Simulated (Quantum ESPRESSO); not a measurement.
# CrO2: energy over the lowest, antiferro +- against volume, fitted and tested on a withheld row

System: CrO2, 2 Cr and 4 O in the cell, space group P4_2/mnm. From the study “CrO2: magnetism against volume”.

Method: PBE with U = 3.5 eV on Cr d; plane waves with GBRV 1.5 PBE potentials (Quantum ESPRESSO 7.5). Settings shared by all rows: cutoff 544.23 eV, 8×8×8 k-mesh, fermi-dirac occupations, smearing width 0.05 eV.

Results; the value marked ? is withheld:

```tsv
volume (factor)	energy over the lowest, antiferro +- (meV an atom)
0.92	191.7
0.96	?
1	92.9
1.04	84.2
1.08	95.4
```

Fit the rows given and predict the energy over the lowest, antiferro +- at volume = 0.96 factor.

**Law.** Energy against volume follows the Birch–Murnaghan form, which is a polynomial in the Eulerian strain: second order (which fixes B′ at 4), a parabola in t = (V/1)^(−2/3) − 1. In symbols, E = c0 + c1 t + c2 t², with energy over the lowest, antiferro +- in meV an atom.

**Fit.** Least squares on 4 rows gives c0 = 93.059, c1 = 779.158 and c2 = 16551.1.

```tsv
volume (factor)	t	computed	fit	computed − fit
0.92	0.057162	191.7	191.68	0.02
1	0	92.9	93.06	-0.16
1.04	-0.025808	84.2	83.97	0.23
1.08	-0.050013	95.4	95.49	-0.09
```

The slope vanishes at t = -0.02354, so the minimum lies at V = 1 × (1 + t)^(−3/2) = 1.036. That is the minimum of this magnetic state alone.

Shape and fractional positions are held, so this modulus can lie above that of a cell free to relax.

**Prediction.** At volume = 0.96 factor, t = 0.027588, so the law predicts 127.15 meV an atom. The computed value is 126.7 meV an atom, 0.45 below the prediction. The row lies between fitted rows, so this is an interpolation.

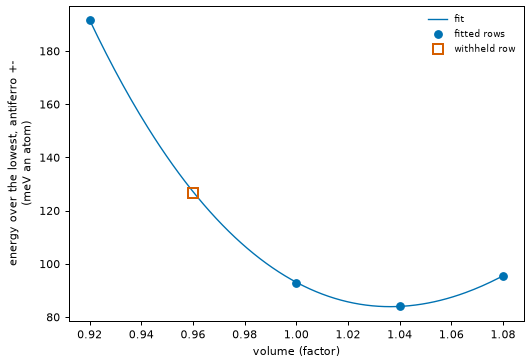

The rows, the fitted law and the withheld row.

[Logs and program files are shortened in this print: banners, set-up blocks, solver, clock and traceback lines can be left out without a mark of their own.]

[Logs are printed without paths, hosts, clocks, repeated set-up lines and the standing remarks that a program may print on its own settings, such as how far it seeks lower states.]

[Hosts, paths, dates, database ids (printed as entryN), source tags and the programs' standing remarks are cut or masked in the printed files.]

[Where a cell is said to come from a database of computed structures, the database is the Materials Project.]
